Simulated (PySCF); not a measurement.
**NMR shielding calculation of SOF2**

The run: NMR shielding calculation of SOF2, SMILES O=S(F)F. Method and program: GIAO PBE0/pcSseg-1 NMR shielding, non-relativistic, IEF-PCM acetone (PySCF 2.14.0).

The geometry comes from this level: PBE0-D3(BJ)/def2-SVP. It belongs to a series of runs on one base structure; here: solvent acetone. Figures and captions count atoms from 1; the log counts them from 0 in places.

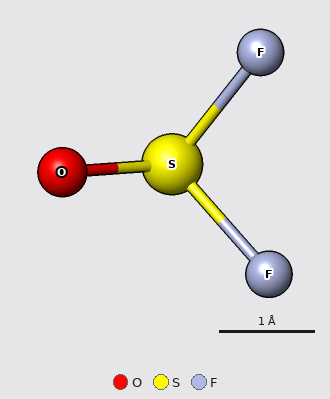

Fig. 1: The input geometry (ball-and-stick view, seen at a tilt). Bond lengths as drawn: F–S 1.62 Å and O–S 1.44 Å.

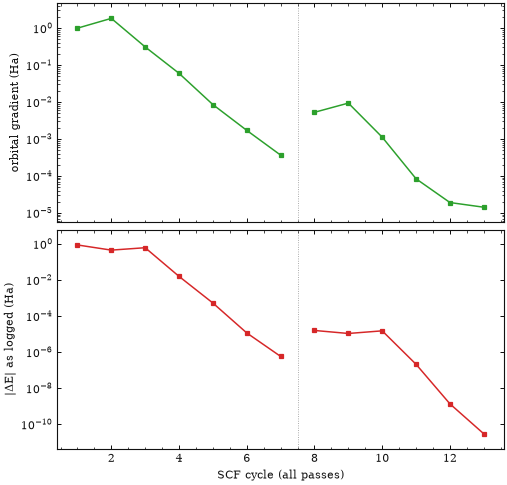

Fig. 2: Convergence of the self-consistent field: orbital gradient and size of the energy change against the SCF cycle. The dotted line marks the change from a coarse to the final integration grid. The first 7 cycles use a coarse grid, the final grid takes over at cycle 8, and the field converges after 13 cycles in all.

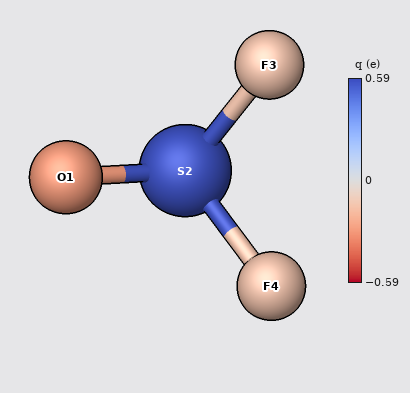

Fig. 3: Hirshfeld charges, as the colour of each atom (ball-and-stick view, seen on its broad side; atoms are numbered from 1 in the order of the input). By element: O −0.28, S +0.56 and F −0.14 e.

These pictures come from the run below.

Input
```
{"job": {"kind": "nmr", "xc": "PBE0", "basis": "pcSseg-1", "solvent": "acetone", "pop": true}, "charge": 0, "multiplicity": 1}
O      0.866433    -0.949649    -0.597255
S     -0.042971    -0.377630     0.357019
F      0.511565     1.103122     0.692051
F     -1.297167     0.198876    -0.484151
```

The first line tells a small driver script what to run in PySCF; the rest is the geometry in Å.

Launched with:
```bash
OMP_NUM_THREADS=1 python <driver script> task.json out
```

The program's output
```
coarse grid: 4888 points
cycle   1  E = -672.3936130422  dE =  8.667e-01  |g| = 9.972e-01  |ddm| = 2.261e+00
cycle   2  E = -671.9457484109  dE =  4.479e-01  |g| = 1.837e+00  |ddm| = 1.753e+00
cycle   3  E = -672.5544284839  dE = -6.087e-01  |g| = 3.099e-01  |ddm| = 1.240e+00
cycle   4  E = -672.5701014486  dE = -1.567e-02  |g| = 5.977e-02  |ddm| = 1.930e-01
cycle   5  E = -672.5706238516  dE = -5.224e-04  |g| = 8.509e-03  |ddm| = 3.855e-02
cycle   6  E = -672.5706353545  dE = -1.150e-05  |g| = 1.708e-03  |ddm| = 5.603e-03
cycle   7  E = -672.5706359289  dE = -5.745e-07  |g| = 3.650e-04  |ddm| = 2.019e-03
final grid: 46168 points
cycle   8  E = -672.6182321262  dE = -1.577e-05  |g| = 5.266e-03  |ddm| = 1.186e-02
cycle   9  E = -672.6182213870  dE =  1.074e-05  |g| = 9.345e-03  |ddm| = 7.912e-03
cycle  10  E = -672.6182364025  dE = -1.502e-05  |g| = 1.117e-03  |ddm| = 5.648e-03
cycle  11  E = -672.6182366119  dE = -2.094e-07  |g| = 8.346e-05  |ddm| = 8.647e-04
cycle  12  E = -672.6182366133  dE = -1.348e-09  |g| = 1.901e-05  |ddm| = 6.292e-05
cycle  13  E = -672.6182366133  dE = -2.944e-11  |g| = 1.419e-05  |ddm| = 1.691e-05
converged SCF energy = -672.6182366133

GIAO shielding tensors (ppm)
atom      isotropic    diamagn.    paramagn.     s11        s22        s33       span
  0 O       -4.563     397.176    -401.739   -193.675     53.011    126.976    320.651
  1 S      -76.449    1046.832   -1123.281   -373.046   -149.003    292.702    665.748
  2 F      101.289     476.786    -375.497    -81.490     64.975    320.383    401.873
  3 F      101.231     476.787    -375.556    -81.932     65.266    320.360    402.291
```

Key numbers

```csv
quantity,value
outcome,converged
total energy,−672.618237 hartree
HOMO,−9.60 eV
LUMO,−1.18 eV
dipole moment,2.23 D
"isotropic shielding, O",−4.6 ppm
"isotropic shielding, S",−76.4 ppm
"isotropic shielding, F",101.2 to 101.3 ppm
hardware,"1 CPU thread, shared host"
wall time,4.4 s
peak memory,0.36 GiB
```
